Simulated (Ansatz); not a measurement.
# Geometry relaxation, with input and output: CH$_{7}$BN$_{2}$Si (part 1 of 2)

CH$_{7}$BN$_{2}$Si, computed with RKS PBE-D4/def2-SVP (Ansatz 0.2.0).

The geometry: force-field start. Figures and captions count atoms from 1; the log counts them from 0 in places.

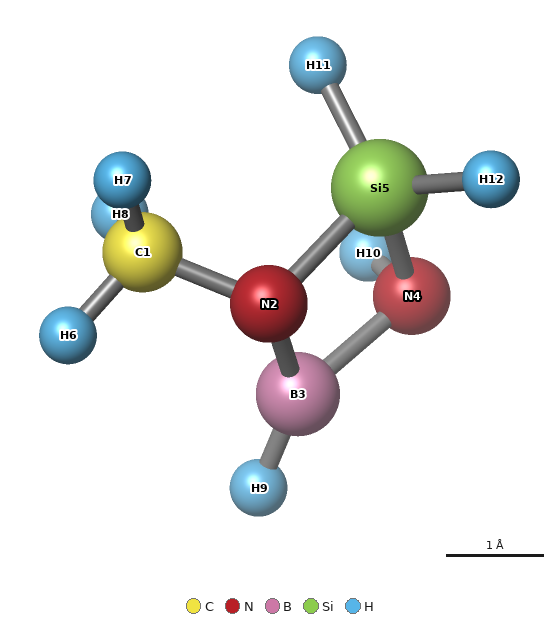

The input geometry (ball-and-stick view, seen at a tilt; atoms are numbered from 1 in the order of the input).

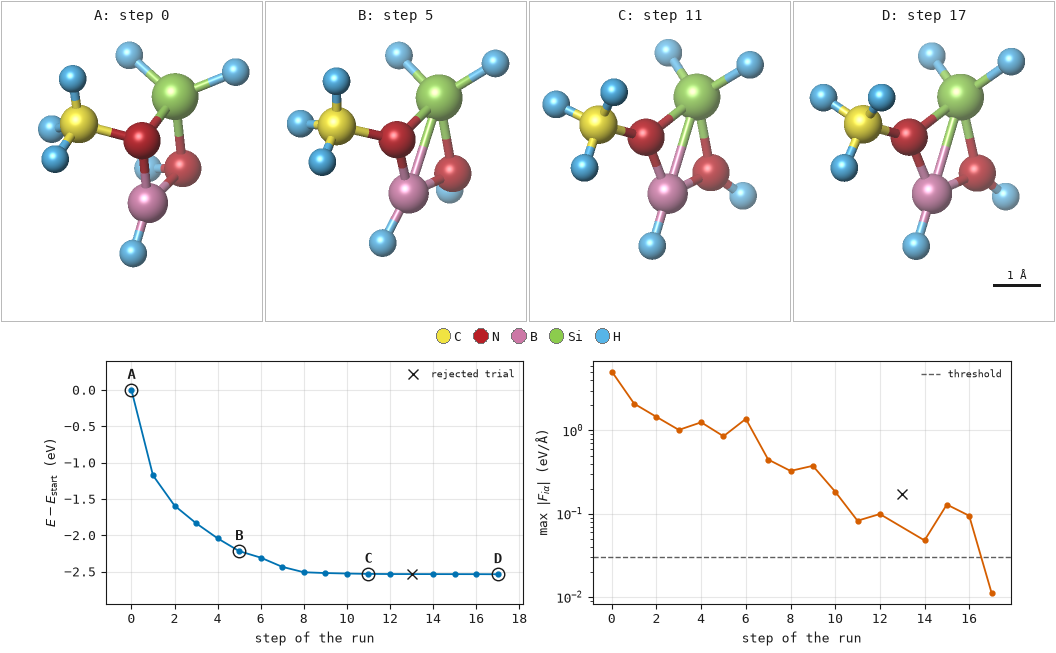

Frames of the relaxation (ball-and-stick view, seen at a tilt) above the curves, on which the letters mark them (the first geometry is step 0 here and step 1 in the log).

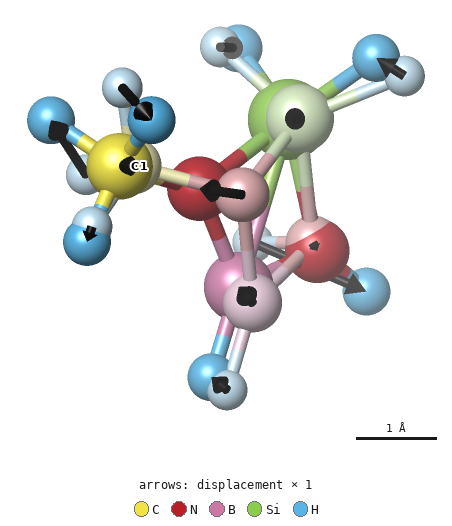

Start (faint) and end (solid) with the displacements as black arrows, at true length (ball-and-stick view, seen at a tilt). The two geometries are laid on each other by the best rigid fit. The largest move after the best rigid fit is that of H10, 1.56 Å. Largest moves by element: H 1.56 Å, N 0.76 Å, B 0.42 Å, Si 0.37 Å, C 0.36 Å. Distances before and after: B3–N4 1.660 → 1.451 Å, B3–Si5 2.433 → 2.244 Å, N2–B3 1.574 → 1.448 Å, B3–H9 1.148 → 1.216 Å. Among the angles that change: Si5–N4–H10 104.8° → 140.1°, C1–N2–Si5 109.6° → 139.3°, B3–N4–H10 103.1° → 131.6°. The energy falls by 2.536 eV in 17 geometry steps. The largest force component goes from 5.1 to 0.011 eV/Å. The line search rejected the trial step at point 13 (counted from 0) and went back. (Atoms are counted from 1 in the order of the input.)

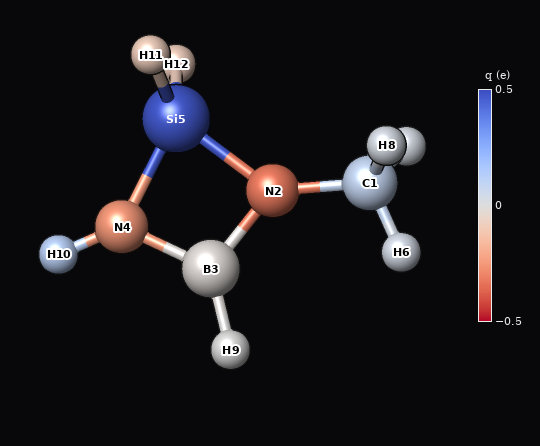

Mulliken charges, as the colour of each atom (ball-and-stick view, seen at a tilt; atoms are numbered from 1 in the order of the input). By element: C +0.08, N −0.32 to −0.25, B −0.01, Si +0.47 and H −0.08 to +0.11 e.

The input that produced these results follows, with the program's output.

Input file:
```yaml
crystal:
  periodic: [false, false, false]
  atoms:
    - {symbol: C, position_ang: [-1.425300, -0.393600, -0.025600]}
    - {symbol: N, position_ang: [-0.167100, -0.484200, -0.684500]}
    - {symbol: B, position_ang: [0.354800, 0.947900, -1.077300]}
    - {symbol: N, position_ang: [1.647300, 0.819600, -0.043300]}
    - {symbol: Si, position_ang: [1.081400, -0.769400, 0.485100]}
    - {symbol: H, position_ang: [-2.231400, -0.033100, -0.794600]}
    - {symbol: H, position_ang: [-1.763300, -1.329000, 0.378800]}
    - {symbol: H, position_ang: [-1.439300, 0.422400, 0.778600]}
    - {symbol: H, position_ang: [0.023200, 1.822400, -1.743300]}
    - {symbol: H, position_ang: [1.384600, 1.484800, 0.758400]}
    - {symbol: H, position_ang: [0.573900, -0.742200, 1.910300]}
    - {symbol: H, position_ang: [2.038200, -1.800900, 0.091500]}
basis:
  gaussian: {orbitals: def2-SVP}
hamiltonian: {xc: pbe, dispersion: d4}
relax: {f_tol: 0.03, max_steps: 200}
```

Launch command:
```bash
ansatz run in.yaml --threads 4 --pin off --events-out ev --progress --plain --max-ram 10444MiB
```

The program's output:
```
Functional definition: PBE
  name "PBE"
  cite "Perdew, Burke & Ernzerhof, Phys. Rev. Lett. 77, 3865 (1996) doi:10.1103/PhysRevLett.77.3865"
  parent pbe
  parameter kappa = 0.804
  parameter beta = 0.06672455060314922
  exchange = pbe_x(kappa = kappa, mu = beta*pi^2/3)
  correlation = pbe_c(beta = beta)
1258 factors; their error is unknown
mean field evaluation 1: about -12654.1250 eV, gradient 7.9e1 eV
mean field evaluation 2: about -12559.7728 eV, gradient 1.8e2 eV
mean field evaluation 4: about -12667.4958 eV, gradient 1.7e1 eV
mean field evaluation 8: about -12668.1537 eV, gradient 9.5e-2 eV
mean field evaluation 16: about -12668.0791 eV, gradient 2.0e-4 eV
mean field -12668.07912789 eV, -465.5433212177 hartree, gradient 4.1e-5 eV, S^2 0.000000; 0 other end points of the search recorded, 0 dependent functions left out
the calculation of the forces begins
reference -12668.07916439 eV, -465.5433225590 hartree; 23, 23 occupied and 86, 86 virtual orbitals, 1258 factors
relax step   1: F+E_penalty+E_count = -12668.35225311 eV  Δ(F+E_penalty+E_count) = +0.000e0 eV  max|allowed force component| = 5.092e0 eV/Å  Δτ_max = 0.0000 Å  (29 SCF iters, accepted)
these checks for a lower state are left out or cut short: starts, cluster_reference, orbital_swaps, neighbouring_geometries, increment
1258 factors; their error is unknown
mean field -12669.25786836 eV, -465.5866391307 hartree, gradient 2.1e-5 eV, S^2 0.000000; 0 other end points of the search recorded, 0 dependent functions left out
[... from here on the field's lines of each further geometry are left out, up to the last ...]
relax step   2: F+E_penalty+E_count = -12669.52732969 eV  Δ(F+E_penalty+E_count) = -1.175e0 eV  max|allowed force component| = 2.095e0 eV/Å  Δτ_max = 0.1947 Å  (29 SCF iters, accepted)
relax step   3: F+E_penalty+E_count = -12669.94358918 eV  Δ(F+E_penalty+E_count) = -4.163e-1 eV  max|allowed force component| = 1.454e0 eV/Å  Δτ_max = 0.1946 Å  (31 SCF iters, accepted)
relax step   4: F+E_penalty+E_count = -12670.18573088 eV  Δ(F+E_penalty+E_count) = -2.421e-1 eV  max|allowed force component| = 1.015e0 eV/Å  Δτ_max = 0.1999 Å  (30 SCF iters, accepted)
relax step   5: F+E_penalty+E_count = -12670.39394562 eV  Δ(F+E_penalty+E_count) = -2.082e-1 eV  max|allowed force component| = 1.252e0 eV/Å  Δτ_max = 0.1948 Å  (30 SCF iters, accepted)
relax step   6: F+E_penalty+E_count = -12670.56992316 eV  Δ(F+E_penalty+E_count) = -1.760e-1 eV  max|allowed force component| = 8.516e-1 eV/Å  Δτ_max = 0.1998 Å  (30 SCF iters, accepted)
relax step   7: F+E_penalty+E_count = -12670.65945413 eV  Δ(F+E_penalty+E_count) = -8.953e-2 eV  max|allowed force component| = 1.376e0 eV/Å  Δτ_max = 0.1927 Å  (30 SCF iters, accepted)
relax step   8: F+E_penalty+E_count = -12670.78618020 eV  Δ(F+E_penalty+E_count) = -1.267e-1 eV  max|allowed force component| = 4.473e-1 eV/Å  Δτ_max = 0.1996 Å  (28 SCF iters, accepted)
relax step   9: F+E_penalty+E_count = -12670.86039710 eV  Δ(F+E_penalty+E_count) = -7.422e-2 eV  max|allowed force component| = 3.266e-1 eV/Å  Δτ_max = 0.2000 Å  (36 SCF iters, accepted)
relax step  10: F+E_penalty+E_count = -12670.87140711 eV  Δ(F+E_penalty+E_count) = -1.101e-2 eV  max|allowed force component| = 3.760e-1 eV/Å  Δτ_max = 0.1645 Å  (28 SCF iters, accepted)
relax step  11: F+E_penalty+E_count = -12670.87803038 eV  Δ(F+E_penalty+E_count) = -6.623e-3 eV  max|allowed force component| = 1.841e-1 eV/Å  Δτ_max = 0.0488 Å  (30 SCF iters, accepted)
relax step  12: F+E_penalty+E_count = -12670.88312334 eV  Δ(F+E_penalty+E_count) = -5.093e-3 eV  max|allowed force component| = 8.239e-2 eV/Å  Δτ_max = 0.1238 Å  (29 SCF iters, accepted)
relax step  13: F+E_penalty+E_count = -12670.88514157 eV  Δ(F+E_penalty+E_count) = -2.018e-3 eV  max|allowed force component| = 9.917e-2 eV/Å  Δτ_max = 0.0517 Å  (30 SCF iters, accepted)
relax step  14: F+E_penalty+E_count = -12670.88404491 eV  Δ(F+E_penalty+E_count) = +1.097e-3 eV  max|allowed force component| = 1.727e-1 eV/Å  Δτ_max = 0.0493 Å  (30 SCF iters, rejected (line search))
relax step  15: F+E_penalty+E_count = -12670.88598197 eV  Δ(F+E_penalty+E_count) = -8.404e-4 eV  max|allowed force component| = 4.782e-2 eV/Å  Δτ_max = 0.0247 Å  (31 SCF iters, accepted)
relax step  16: F+E_penalty+E_count = -12670.88628291 eV  Δ(F+E_penalty+E_count) = -3.009e-4 eV  max|allowed force component| = 1.289e-1 eV/Å  Δτ_max = 0.0976 Å  (29 SCF iters, accepted)
relax step  17: F+E_penalty+E_count = -12670.88655819 eV  Δ(F+E_penalty+E_count) = -2.753e-4 eV  max|allowed force component| = 9.459e-2 eV/Å  Δτ_max = 0.0172 Å  (31 SCF iters, accepted)
the calculation of the forces begins
reference -12670.63079335 eV, -465.6370931934 hartree; 23, 23 occupied and 86, 86 virtual orbitals, 1258 factors
relax step  18: F+E_penalty+E_count = -12670.88780568 eV  Δ(F+E_penalty+E_count) = -1.247e-3 eV  max|allowed force component| = 1.128e-2 eV/Å  Δτ_max = 0.0204 Å  (31 SCF iters, accepted)
1258 factors; their error is unknown
mean field evaluation 160: about -12670.6308 eV, gradient 1.2e-5 eV
mean field -12670.63075479 eV, -465.6370917766 hartree, gradient 1.8e-5 eV, S^2 0.000000; 1 other end points of the search recorded, 0 dependent functions left out
the calculation of the forces begins
reference -12670.63079334 eV, -465.6370931934 hartree; 23, 23 occupied and 86, 86 virtual orbitals, 1258 factors
Total energy: -12670.88784423 eV, -465.6465396393 hartree
Atom 0 at    -1.732355    -0.496974    -0.175242 Å, force     0.005537     0.007131    -0.004554 eV/Å
Atom 1 at    -0.362126    -0.071723    -0.076219 Å, force     0.007139     0.003853     0.001625 eV/Å
Atom 2 at     0.369407     1.034633    -0.657270 Å, force    -0.007569    -0.009217     0.002853 eV/Å
Atom 3 at     1.704179     0.883200    -0.109177 Å, force     0.008571     0.000570     0.001785 eV/Å
Atom 4 at     1.131095    -0.537184     0.751064 Å, force    -0.011279     0.004260    -0.006531 eV/Å
Atom 5 at    -2.281653     0.152552    -0.887983 Å, force    -0.004922     0.000033     0.001097 eV/Å
Atom 6 at    -1.828425    -1.543359    -0.543801 Å, force    -0.000454    -0.001999    -0.000651 eV/Å
Atom 7 at    -2.270277    -0.443694     0.798943 Å, force    -0.000571    -0.003163     0.002039 eV/Å
Atom 8 at    -0.053013     1.880669    -1.422501 Å, force     0.000855    -0.001043    -0.000506 eV/Å
Atom 9 at     2.556443     1.412072    -0.255543 Å, force    -0.001210    -0.000271     0.000645 eV/Å
Atom 10 at     1.114121    -0.462954     2.256126 Å, force     0.002047     0.000432     0.001563 eV/Å
Atom 11 at     1.729603    -1.862537     0.355704 Å, force     0.001858    -0.000585     0.000636 eV/Å
Dipole moment:     0.081500    -0.090727     0.088282 e Å
```

Trajectory as extended XYZ (Å, eV, eV/Å), 18 frames, from step=1 to step=18:
```
12
Properties=species:S:1:pos:R:3:forces:R:3 step=1 energy=-12668.35225
C    -1.4253   -0.3936   -0.0256   -2.4805   2.2041  -1.7034
N    -0.1671   -0.4842   -0.6845   -0.5896   1.6462  -1.8924
B     0.3548    0.9479   -1.0773    3.1611  -5.0924   4.7292
N     1.6473    0.8196   -0.0433   -1.6579   2.7533  -0.3573
Si    1.0814   -0.7694    0.4851    0.6983   1.1233  -0.1999
H    -2.2314   -0.0331   -0.7946    0.6812  -0.5639   1.0750
H    -1.7633   -1.3290    0.3788   -0.4615  -1.0376   0.5845
H    -1.4393    0.4224    0.7786   -0.1932  -0.7121  -0.1223
H     0.0232    1.8224   -1.7433   -0.6923   1.1409  -0.9318
H     1.3846    1.4848    0.7584    1.0512  -0.3195  -1.2747
H     0.5739   -0.7422    1.9103    0.1336  -0.3734  -0.0886
H     2.0382   -1.8009    0.0915    0.3495  -0.7690   0.1817
12
Properties=species:S:1:pos:R:3:forces:R:3 step=2 energy=-12669.52733
C    -1.5145   -0.3913   -0.0711   -1.1850   0.8595  -0.3541
N    -0.2098   -0.4792   -0.6899    0.9061   1.6519  -0.4370
B     0.4247    0.8747   -0.9748    1.2817  -1.5381   1.8635
N     1.7091    0.9032   -0.0576   -2.0949   0.1758  -0.5807
Si    1.1130   -0.6992    0.4533    0.5096  -0.0915   0.4174
H    -2.3094   -0.0490   -0.7977    0.3519  -0.2476   0.2948
H    -1.8378   -1.3516    0.3519   -0.1470  -0.3645   0.0604
H    -1.5308    0.3657    0.7752   -0.1794  -0.4142  -0.2510
H     0.0436    1.7686   -1.6718   -0.2998   0.2973  -0.1731
H     1.5342    1.5992    0.7090    0.6526  -0.1019  -0.8391
H     0.6155   -0.7752    1.8823    0.1122  -0.0772  -0.0629
H     2.0392   -1.8213    0.1254    0.0920  -0.1496   0.0619
12
Properties=species:S:1:pos:R:3:forces:R:3 step=3 energy=-12669.94359
C    -1.5583   -0.3799   -0.1035   -0.0553  -0.2319   0.0779
N    -0.1939   -0.4127   -0.6490   -0.6659  -0.3026   0.5590
B     0.4366    0.8653   -0.8684   -0.3059   0.6252  -0.9791
N     1.6825    0.8889   -0.1333    0.2892   0.4358   1.4542
Si    1.1358   -0.6940    0.4935    0.2565  -0.3350  -0.0699
H    -2.3155   -0.0580   -0.8410   -0.0251   0.0211  -0.2245
H    -1.8653   -1.3759    0.2862   -0.0096   0.0158  -0.1779
H    -1.6356    0.3222    0.7703   -0.1209  -0.1270  -0.1624
H     0.0170    1.7651   -1.5811   -0.1718   0.0716   0.2485
H     1.6723    1.6523    0.5826    0.6896  -0.2450  -0.8723
H     0.6553   -0.7861    1.9210    0.1264   0.0561   0.0293
H     2.0462   -1.8425    0.1569   -0.0071   0.0159   0.1172
12
Properties=species:S:1:pos:R:3:forces:R:3 step=4 energy=-12670.18573
C    -1.5891   -0.4041   -0.1257   -0.1703  -0.1101  -0.0457
N    -0.2095   -0.3999   -0.6035   -0.3833  -0.1350   0.5289
B     0.4204    0.8812   -0.8286   -0.0790   0.4919  -0.6485
N     1.7163    0.8555   -0.1677   -0.0920   0.3374   1.0148
Si    1.1306   -0.6903    0.5172    0.5083  -0.1987  -0.0924
H    -2.2943   -0.0865   -0.9161   -0.0954  -0.0069  -0.1282
H    -1.8998   -1.4089    0.2309   -0.0235  -0.0135  -0.1295
H    -1.7258    0.2975    0.7380   -0.1424  -0.1459  -0.1099
H    -0.0560    1.8225   -1.4448   -0.0911   0.0146   0.1880
H     1.8382    1.6641    0.4717    0.5662  -0.2495  -0.6505
H     0.7223   -0.7315    1.9712    0.0473   0.0640  -0.0456
H     2.0238   -1.8548    0.1915   -0.0449  -0.0483   0.1185
```
